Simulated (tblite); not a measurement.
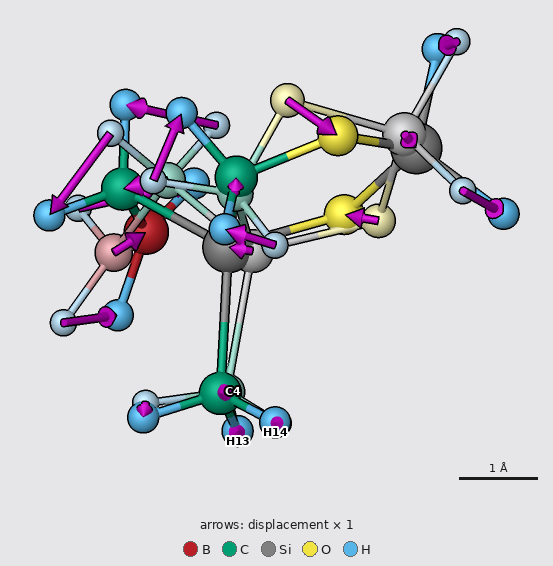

A relaxation of C3H11BO2Si2. The starting structure is drawn faded, the final one solid; purple arrows show the displacements, at their true length. The two geometries are superimposed by the best rigid fit.

A ball-and-stick model, seen from a free direction.

Computed with GFN2-xTB geometry optimisation, gas phase in tblite 0.8.0. 

**Atoms of which element are displaced furthest, and by how much?**

Hydrogen: up to 1.53 Å, against 0.86 Å for oxygen.

**What did the optimiser do to the structure, and how much energy did it gain?**

The atom that moves furthest after the best rigid fit is an H atom (1.53 Å). By element the largest moves are H 1.53 Å, O 0.86 Å, C 0.62 Å, B 0.52 Å, Si 0.34 Å. Among the contacts that change: O–Si 1.711 → 1.623 Å, C–Si 1.870 → 1.935 Å, O–Si 1.712 → 1.649 Å, C–Si 1.856 → 1.912 Å. Bond angles that change, for instance: Si–O–Si 100.7° → 116.8°, C–O–Si 103.9° → 118.8°, B–C–Si 113.8° → 104.3°. Groups turn about C–O by about 55°, C–Si by about 55°, O–Si by about 50°. The energy falls by 34.9 kcal/mol in 179 geometry steps.
